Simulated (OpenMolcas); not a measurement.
Energy and gradient calculation of SnCl2

The run: energy and gradient calculation of SnCl2, SMILES [Cl][Sn][Cl]. Method and program: HF/STO-3G, RHF (OpenMolcas 26.06).

The geometry comes from this level: PBE0-D4/def2-TZVP.

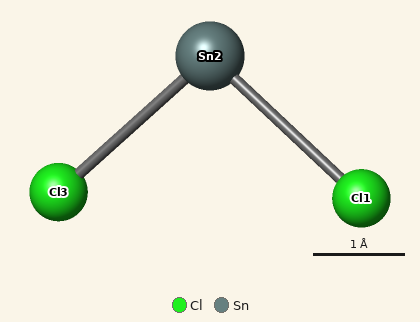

Fig. 1: The input geometry (ball-and-stick view, seen at an oblique angle; atoms are numbered from 1 in the order of the input). Sticks mark near contacts.

Results in brief:

| quantity | value |
| --- | --- |
| outcome | converged |
| total energy | −6872.588024 hartree |
| basis functions | 45 |
| largest force | 0.738 eV/Å |
| HOMO | −7.10 eV |
| LUMO | 2.76 eV |
| dipole moment | 3.75 debye |
| hardware | 1 thread of Arm Neoverse V1, 24 GiB of memory available, shared host |
| wall time | 2.9 s |
| peak memory | 0.38 GiB |

Input file:
```
* Cl2Sn Hartree-Fock
>>> EXPORT MOLCAS_PRINT=2

&GATEWAY
  BasLib=$CurrDir
  Coord
  3
  angstrom
  Cl       1.154200       1.220700       0.756000
  Sn      -0.796900       0.518900      -0.376600
  Cl      -0.368200      -1.804500      -0.392600
  Basis=STO-3G
  Group=NoSym

&SEWARD

&SCF
  Thresholds=1e-10 1e-07 1e-07 1e-05
  PrOrbitals=0

&ALASKA
```

Command:
```bash
export MOLCAS_MEM=1860
pymolcas job.inp > job.log
```

The program's output:
```
--- Start Module: gateway ---

                                              &GATEWAY

                       available to each process: 1.9 GB of memory, 1 thread

 Basis Set     1 Label: CL.STO-3G
 Basis set is read from library:.
 basistype.tbl is not found

 Basis Set     2 Label: SN.STO-3G
 Basis set is read from library:.
 basistype.tbl is not found

 Basis Set     3 Label: CL.STO-3G
 Basis set is read from library:.
 basistype.tbl is not found

++    Symmetry information:
      ---------------------

                    Character Table for C1

                             E
                    a        1  x, y, xy, Rz, z, xz, Ry, yz, Rx, I
--

++    Basis set information:
      ----------------------

      Basis set label: CL.STO-3G.........

      Electronic valence basis set:
      ------------------
      Associated Effective Charge  17.000000 au
      Associated Actual Charge     17.000000 au
      Nuclear Model: Point charge

      Shell  nPrim  nBasis  Cartesian Spherical Contaminant
         s       9       3        X
         p       6       2        X

      Basis set label: SN.STO-3G.........

      Electronic valence basis set:
      ------------------
      Associated Effective Charge  50.000000 au
      Associated Actual Charge     50.000000 au
      Nuclear Model: Point charge

      Shell  nPrim  nBasis  Cartesian Spherical Contaminant
         s      15       5        X
         p      12       4        X
         d       6       2                 X

      Basis set label: CL.STO-3G.........

      Electronic valence basis set:
      ------------------
      Associated Effective Charge  17.000000 au
      Associated Actual Charge     17.000000 au
      Nuclear Model: Point charge

      Shell  nPrim  nBasis  Cartesian Spherical Contaminant
         s       9       3        X
         p       6       2        X
--

++    Molecular structure info:
      -------------------------

                    ************************************************
                    **** Cartesian Coordinates / bohr, angstrom ****
                    ************************************************

     Center  Label                x              y              z                     x              y              z
        1      CL1              2.181122       2.306789       1.428633              1.154200       1.220700       0.756000
        2      SN2             -1.505923       0.980579      -0.711671             -0.796900       0.518900      -0.376600
        3      CL3             -0.695797      -3.410011      -0.741906             -0.368200      -1.804500      -0.392600

                    ***************************************
                    *    InterNuclear Distances / bohr    *
                    ***************************************

               1 CL1           2 SN2           3 CL3
    1 CL1      0.000000
    2 SN2      4.464754        0.000000
    3 CL3      6.757936        4.464806        0.000000

                    *******************************************
                    *    InterNuclear Distances / angstrom    *
                    *******************************************

               1 CL1           2 SN2           3 CL3
    1 CL1      0.000000
    2 SN2      2.362646        0.000000
    3 CL3      3.576146        2.362674        0.000000
--

            Nuclear Potential Energy            423.52235153 au

--- Stop Module: gateway /rc=_RC_ALL_IS_WELL_ ---

--- Start Module: seward ---

                                              &SEWARD

                       available to each process: 1.9 GB of memory, 1 thread

               SEWARD will generate:
                  Multipole Moment integrals up to order  2
                  Kinetic Energy integrals
                  Nuclear Attraction integrals (point charge)
                  One-Electron Hamiltonian integrals
                  Velocity integrals
                  Orbital angular momentum around ( -0.6775   0.4161  -0.3230 )
                  Velocity quadrupole around ( -0.6775   0.4161  -0.3230 )
                  Two-Electron Repulsion integrals

                   Integrals are discarded if absolute value <: 1.00E-14
                   Integral cutoff threshold is set to       <: 1.00E-16

            Nuclear Potential Energy            423.52235153 au

      Basis set specifications :
      Symmetry species         a
      Basis functions           45

--- Stop Module: seward /rc=_RC_ALL_IS_WELL_ ---

--- Start Module: scf ---

                                                &SCF

                       available to each process: 1.9 GB of memory, 1 thread

++    Input section:
      --------------

      Header of the integral files:

      Cartesian coordinates in angstrom:
      -----------------------------------------------------
      No.  Label        X            Y            Z
      -----------------------------------------------------
       1   CL1        1.15420000   1.22070000   0.75600000
       2   SN2       -0.79690000   0.51890000  -0.37660000
       3   CL3       -0.36820000  -1.80450000  -0.39260000
      -----------------------------------------------------
      Nuclear repulsion energy =  423.52235153
--

++    Orbital specifications:
      -----------------------

      Symmetry species               1
                                     a
      Frozen orbitals                0
      Occupied orbitals             42
      Secondary orbitals             3
      Deleted orbitals               0
      Total number of orbitals      45
      Number of basis functions     45
--

      Molecular charge                           0.000

++    Optimization specifications:
      ----------------------------

      SCF Algorithm: Conventional
      Minimized density differences are used
      Number of density matrices in core                 5
      Maximum number of NDDO SCF iterations            400
      Maximum number of HF SCF iterations              400
      Threshold for SCF energy change             1.00E-10
      Threshold for density matrix                1.00E-07
      Threshold for Fock matrix                   1.00E-07
      Threshold for linear dependence             1.00E-09
      Threshold at which DIIS is turned on        1.50E-01
      Maximum depth in the DIIS procedure                5
      Maximum depth in the BFGS Hessian update          30
      Threshold at which QNR/C2DIIS is turned on  7.50E-02
      Threshold for Norm(delta) (QNR/C2DIIS)      1.00E-05
      All orbitals punched on: SCFORB
--

      Input vectors read from INPORB
      Orbital file label: *Guess orbitals

++ Convergence information
                                   SCF        iterations: Energy and convergence statistics

Iter     Tot. SCF        One-elec.       Two-elec.     Energy      Max Dij or  Max Fij      DNorm      TNorm      AccCon     Time
         Energy          Energy          Energy        Change      Delta Norm                                                in Sec.

 The total and one-electron energies are shifted by a value of      6000. a.u.

   1  -872.496699047 -4352.230993413  3056.211942835   0.00E+00    2.39E-01*   2.00E-01*    1.79E+01   6.05E+02   None         0.
   2  -872.586420920 -4352.489046212  3056.380273761  -8.97E-02*   2.61E-02*   1.71E-02*    1.29E+00   6.05E+02   EDIIS        0.
   3  -872.587874095 -4352.244347380  3056.134121754  -1.45E-03*   5.95E-03*   5.12E-03*    1.33E-01   6.05E+02   c2DIIS       0.
   4  -872.588017911 -4352.186663147  3056.076293705  -1.44E-04*   1.72E-03*   5.75E-04*    1.76E-02   6.05E+02   QNRc2DIIS    0.
   5  -872.588023037 -4352.182188706  3056.071814139  -5.13E-06*   1.32E-03*   2.52E-04*    2.36E-03   6.05E+02   QNRc2DIIS    0.
   6  -872.588024199 -4352.179328516  3056.068952786  -1.16E-06*   1.08E-04*   2.74E-05*    5.62E-04   6.05E+02   QNRc2DIIS    0.
   7  -872.588024209 -4352.179684241  3056.069308501  -1.01E-08*   3.22E-06    3.10E-06*    6.01E-05   6.05E+02   QNRc2DIIS    0.
   8  -872.588024209 -4352.179734379  3056.069358640  -2.36E-11    1.14E-06    3.06E-07*    1.44E-03   6.05E+02   QNRc2DIIS    0.
   9  -872.588024209 -4352.179734690  3056.069358950  -5.46E-12    2.37E-07    7.85E-08     7.76E-03   6.05E+02   QNRc2DIIS    0.

       Convergence after   9 Iterations
--

 *****************************************************************************************************************************
 *                                             SCF/KS-DFT Program, Final results                                             *
 *                                                       Final Results                                                       *
 *****************************************************************************************************************************

::    Total SCF energy                              -6872.5880242093
      One-electron energy                          -10352.1797346900
      Two-electron energy                            3056.0693589500
      Nuclear repulsion energy                        423.5223515306
      Kinetic energy (interpolated)                  6855.7363128973
      Virial theorem                                    1.0024580454
      Total spin, S(S+1)                                0.0000000000
      Total spin, S                                     0.0000000000
      Max non-diagonal density matrix element           0.0000002641
      Max non-diagonal Fock matrix element              0.0000000279

      No orbitals printed

++    Molecular charges:
      ------------------

      Mulliken charges per centre
      ---------------------------

                CL1     SN2     CL3
      Total   17.4583 49.0835 17.4583

      N-E     -0.4583  0.9165 -0.4583

      Total electronic charge=   84.000000

      Total            charge=   -0.000000
--

++    Molecular properties:
      ---------------------

      Charge (e):
                      =   -0.0000
      Dipole Moment (debye):
      Origin of the operator (angstrom)=   -0.3585    0.2202   -0.1709
                   X= -2.8876E+00               Y=  1.9677E+00               Z= -1.3548E+00           Total=  3.7478E+00
      Quadrupole Moment (debye*angstrom):
      Origin of the operator (angstrom)=   -0.3585    0.2202   -0.1709
                  XX= -5.0848E+01              XY= -1.8911E+00              XZ= -4.8508E+00              YY= -5.6353E+01
                  YZ= -2.5304E+00              ZZ= -4.5171E+01
      In traceless form (debye*angstrom)
                  XX= -8.5449E-02              XY= -2.8367E+00              XZ= -7.2761E+00              YY= -8.3435E+00
                  YZ= -3.7956E+00              ZZ=  8.4290E+00
--

--- Stop Module: scf /rc=_RC_ALL_IS_WELL_ ---

--- Start Module: alaska ---

                                              &ALASKA

                       available to each process: 1.9 GB of memory, 1 thread

                     Threshold for contributions to the gradient: 1.000E-07

                    ********************************************
                    * Symmetry Adapted Cartesian Displacements *
                    ********************************************

           Irreducible representation : a
           Basis function(s) of irrep: x, y, xy, Rz, z, xz, Ry, yz, Rx, I

 Basis Label        Type   Center Phase
   1   CL1          x         1     1
   2   CL1          y         1     1
   3   CL1          z         1     1
   4   SN2          x         2     1
   5   SN2          y         2     1
   6   SN2          z         2     1
   7   CL3          x         3     1
   8   CL3          y         3     1
   9   CL3          z         3     1

                     No automatic utilization of translational and rotational invariance of the energy is employed.

 Conventional ERI gradients!

 **************************************************
 *              Molecular gradients               *
 **************************************************

  Irreducible representation: a
 ------------------------------------------------------------------------------------------
                              X                       Y                       Z
 ------------------------------------------------------------------------------------------
  CL1               9.46856919049566E-03    8.89251212685238E-03    6.08297301241123E-03
  SN2              -7.43820573953258E-03    5.07481066852833E-03   -3.48931480004921E-03
  CL3              -2.03036345089824E-03   -1.39673227953878E-02   -2.59365821233670E-03
 ------------------------------------------------------------------------------------------

--- Stop Module: alaska /rc=_RC_ALL_IS_WELL_ ---

.##################.
.# Happy landing! #.
.##################.

    Timing: Wall=2.61 User=2.20 System=0.40
```

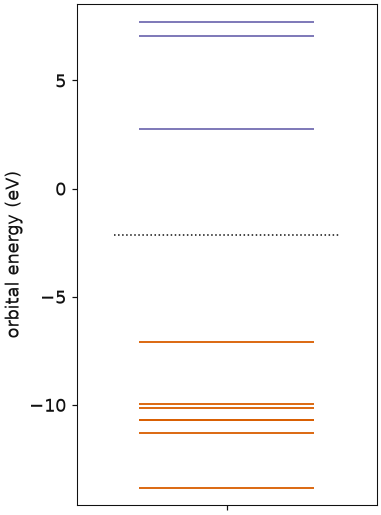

Fig. 2: Orbital energies near the frontier; the dotted line parts filled from empty levels, and levels within 0.02 eV of each other stand side by side. Highest filled −7.10 eV, lowest empty 2.76 eV, 9.86 eV apart.

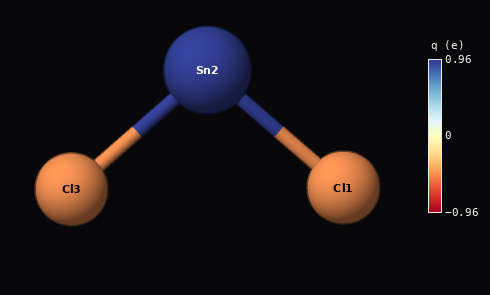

Fig. 3: Mulliken charges, as the colour of each atom (ball-and-stick view, seen on its broad side; atoms are numbered from 1 in the order of the input). By element: Cl −0.46 and Sn +0.92 e.
